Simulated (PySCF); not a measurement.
## Electronic structure of C$_{3}$H$_{9}$FSi$_{2}$ (SMILES FC1C[SiH2][SiH2]C1) in real space

```yaml
atoms:
  - { symbol: F, position_ang: [-0.0138, -1.5023, 1.3360] }
  - { symbol: C, position_ang: [0.0012, -1.2893, -0.0409] }
  - { symbol: C, position_ang: [-1.2620, -0.5253, -0.4150] }
  - { symbol: Si, position_ang: [-1.1632, 1.2313, 0.3553] }
  - { symbol: Si, position_ang: [1.1539, 1.2319, 0.3823] }
  - { symbol: C, position_ang: [1.2707, -0.5233, -0.3879] }
  - { symbol: H, position_ang: [0.0067, -2.2976, -0.4821] }
  - { symbol: H, position_ang: [-1.3203, -0.4757, -1.5022] }
  - { symbol: H, position_ang: [-2.1300, -1.0876, -0.0721] }
  - { symbol: H, position_ang: [-1.8738, 2.1621, -0.5323] }
  - { symbol: H, position_ang: [-1.8660, 1.2392, 1.6410] }
  - { symbol: H, position_ang: [1.8251, 1.2377, 1.6851] }
  - { symbol: H, position_ang: [1.8848, 2.1641, -0.4866] }
  - { symbol: H, position_ang: [2.1321, -1.0855, -0.0289] }
  - { symbol: H, position_ang: [1.3504, -0.4718, -1.4736] }
```

Geometry: GFN2-xTB.

Level of theory: PySCF, PBE0/pcSseg-1, SCF density, gas phase, non-relativistic.

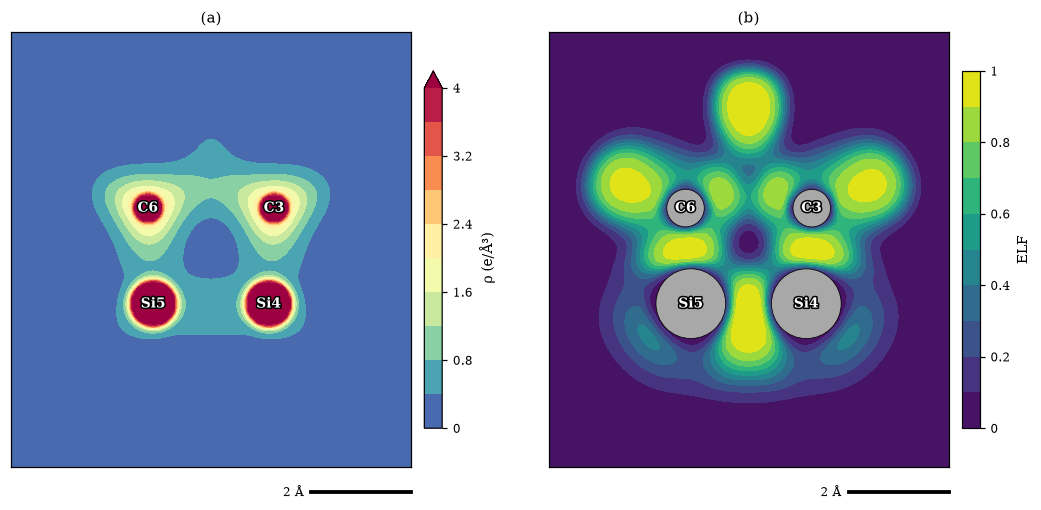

Figure 1. (a) electron density; (b) electron localisation function on the plane of atoms C3, Si4 and Si5. Grey discs cover the atomic cores in the ELF map.

Q: Interpret the plot.

A:
- The plane passes through C and Si nuclei.
- C–Si (1.92 Å): ρ at the midpoint is about 0.89 e/Å³; the ELF peaks at about 0.95 between the atoms, as expected for localised, covalent bonding.
- Si–Si (2.32 Å): the density is about 0.65 e/Å³ at the midpoint; the ELF peaks at about 1 between the atoms (localised, covalent bonding).

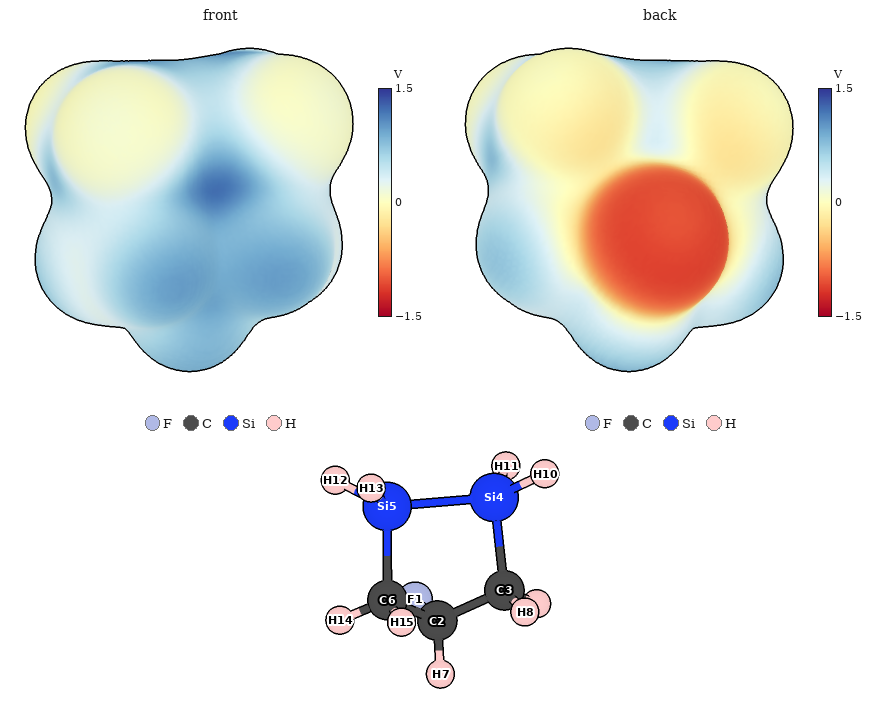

Figure 2. The electrostatic potential painted on the density surface at 0.002 e/bohr³, seen from the front and from behind; red is negative and blue positive. The bare structure is drawn below in the same view.

Q: Where is the surface potential most negative and most positive?

A: The most negative region (about −1.1 V) lies over F1, the most positive (about +1.1 V) over Si4 and Si5.
